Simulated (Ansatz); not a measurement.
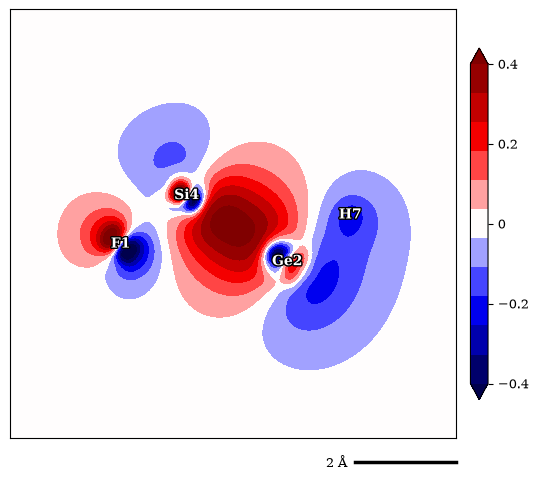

The picture shows: FGeH$_{5}$OSi. The HOMO on the plane of atoms F1, Si4 and Ge2 (values in Å⁻³ᐟ²; the overall sign is arbitrary).

Geometry: B3LYP/6-31G*.

These are results of Ansatz 0.2.0, isolated molecule in a Gaussian basis; Kohn-Sham density functional theory, functional PBE0, not measurements.

The calculation's input:

```
crystal:
  periodic: [false, false, false]
  atoms:
    - symbol: F
      position_ang: [-0.532911, 2.544654, -2.422499]
    - symbol: Ge
      position_ang: [-1.262596, -0.371647, -1.030684]
    - symbol: O
      position_ang: [-1.374989, 2.679237, 0.127493]
    - symbol: Si
      position_ang: [-0.427878, 1.860863, -0.957665]
    - symbol: H
      position_ang: [-1.105786, 3.579382, 0.362604]
    - symbol: H
      position_ang: [1.011436, 1.947235, -0.581106]
    - symbol: H
      position_ang: [-1.089750, -1.047820, 0.349892]
    - symbol: H
      position_ang: [-2.760067, -0.403868, -1.409632]
    - symbol: H
      position_ang: [-0.479305, -1.206875, -2.071364]
basis:
  gaussian:
    orbitals: def2-TZVPD
magnetization:
  spin_polarized: false
  initial_magnetization: 0
hamiltonian:
  xc: pbe0
output: {forces: true, orbitals: {seedname: orbitals}}
```

Command:

```sh
ansatz run input.yaml --threads 1 --pin off --max-ram 2610MiB --events-out events.jsonl --progress --plain --runs-dir runs
```

### Where does this orbital lie, and at what energy?

It lies mainly on Ge2 (about 35 %), Si4 (about 30 %), H6 (about 15 %) and F1 (about 5 %). Its energy is −8.31 eV.
